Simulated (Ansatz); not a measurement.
# C2H4F2O (SMILES COC(F)F): what the fields show

Input file:

```
basis:
  gaussian:
    orbitals: def2-TZVPD
crystal:
  periodic: [false, false, false]
  atoms:
    - {symbol: C, position_ang: [-1.069962, -0.099831, 0.610932]}
    - {symbol: C, position_ang: [-0.342645, -1.487252, -1.149996]}
    - {symbol: F, position_ang: [-0.487964, -2.686634, -0.475133]}
    - {symbol: F, position_ang: [-0.572712, -1.719984, -2.464597]}
    - {symbol: O, position_ang: [-1.267338, -0.569955, -0.729082]}
    - {symbol: H, position_ang: [-1.189792, -0.920893, 1.348246]}
    - {symbol: H, position_ang: [-0.059859, 0.353274, 0.736435]}
    - {symbol: H, position_ang: [-1.837603, 0.673337, 0.792273]}
    - {symbol: H, position_ang: [0.715150, -1.154781, -1.003100]}
hamiltonian:
  xc: {name: PBE0}
output:
  forces: true
  orbitals: {seedname: orbitals}
```

Launched as:

```sh
ansatz run input.yaml --threads 1 --pin off --max-ram 2610MiB --events-out events.jsonl --progress --plain --runs-dir runs
```

Geometry: BLYP-D3(BJ)/def2-SVP.

Method: isolated molecule in a Gaussian basis; Kohn-Sham density functional theory, functional PBE0 (Ansatz).

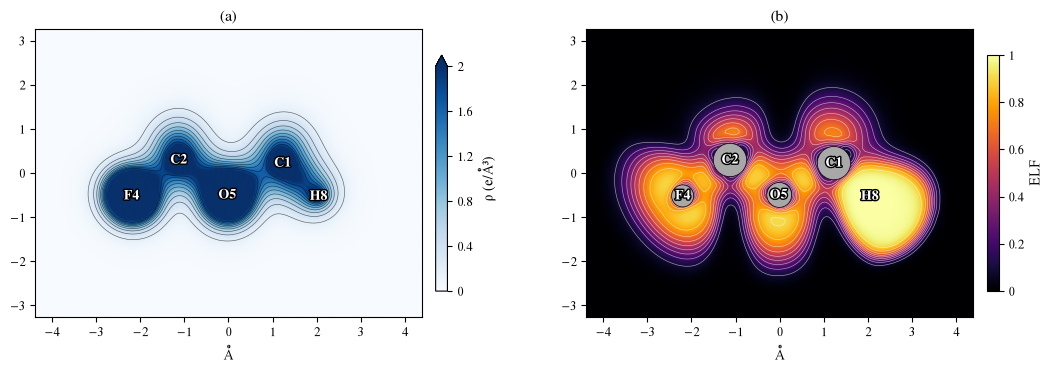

Figure 1. (a) electron density; (b) electron localisation function on the plane of atoms C1, O5 and C2. Grey discs cover the atomic cores in the ELF map.

Q: What does the map show?

A: The plane passes through C, F, O and H nuclei. C–F (1.35 Å): ρ at the midpoint is about 2.3 e/Å³, with its minimum of 1.8 e/Å³ about 0.5 Å from C; the ELF peaks at about 0.85 between the atoms: a shared but strongly polarised pair. C–O (1.37 Å): ρ is about 2.4 e/Å³ halfway, with its minimum of 2.1 e/Å³ about 0.5 Å from C; the ELF peaks at about 0.90 between the atoms: a shared but strongly polarised pair. C–H (1.10 Å): ρ at the midpoint is about 2 e/Å³; the ELF climbs to about 1 towards the hydrogen, as it does in any bond to H: a covalent bond by its length. C–O (1.43 Å): ρ is about 1.9 e/Å³ halfway, with its minimum of 1.6 e/Å³ about 0.5 Å from C; the ELF peaks at about 0.90 between the atoms, as expected for a polar covalent bond. The ELF also peaks beside O5 and F4, away from the bonds: lone-pair regions.

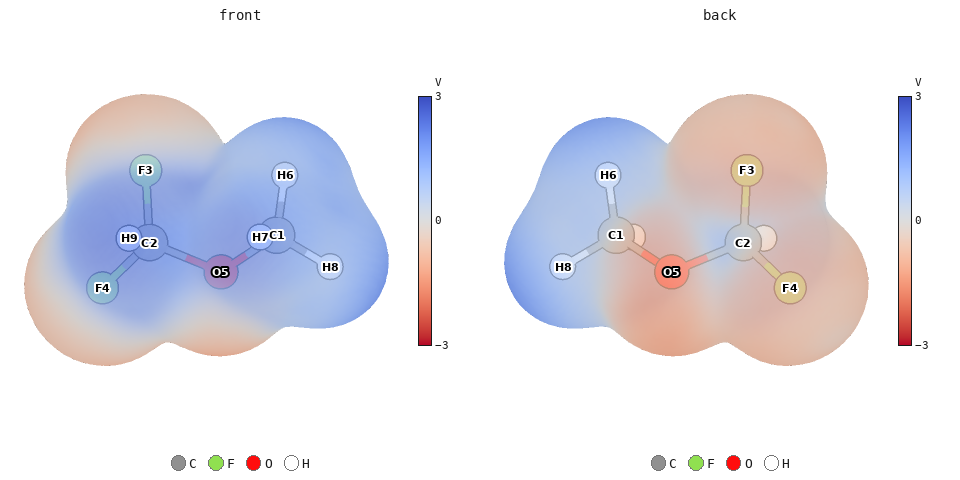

Figure 2. The molecular electrostatic potential painted on the density surface at 0.004 e/bohr³, seen from the front and from behind; red is negative and blue positive.

Q: Which sites attract a positive test charge, and which a negative one?

A: A positive charge is drawn to the negative regions and a negative charge to the positive ones. The most negative region (about −1.2 V, or −28 kcal/mol for a unit charge) lies over O5, the most positive (about +2.0 V, or +46 kcal/mol for a unit charge) over H9. O5 is the likeliest acceptor of a hydrogen bond.

Q: What dipole moment does the calculation give?

A: Its dipole moment is 2.94 D.

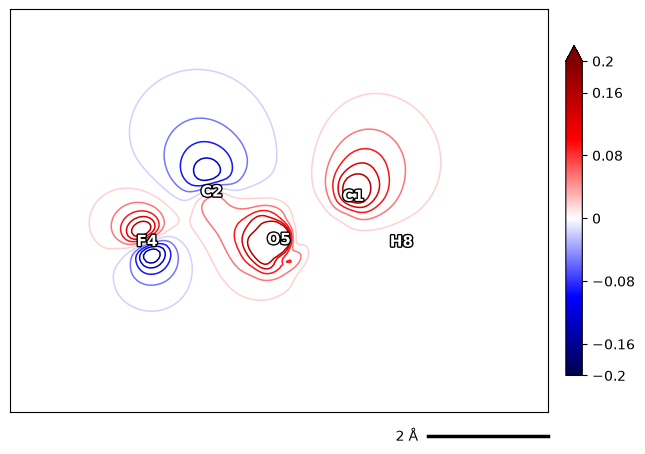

Figure 3. The HOMO on the plane of atoms F4, C2 and O5 (values in Å⁻³ᐟ²; the overall sign is arbitrary).

Q: Describe this orbital and give its energy.

A: Its weight (Hirshfeld) is mainly on O5 (about 55 %), C1 (about 15 %), H6 (about 5 %), C2 (about 5 %) and H7 (about 5 %). Its energy is −8.98 eV.
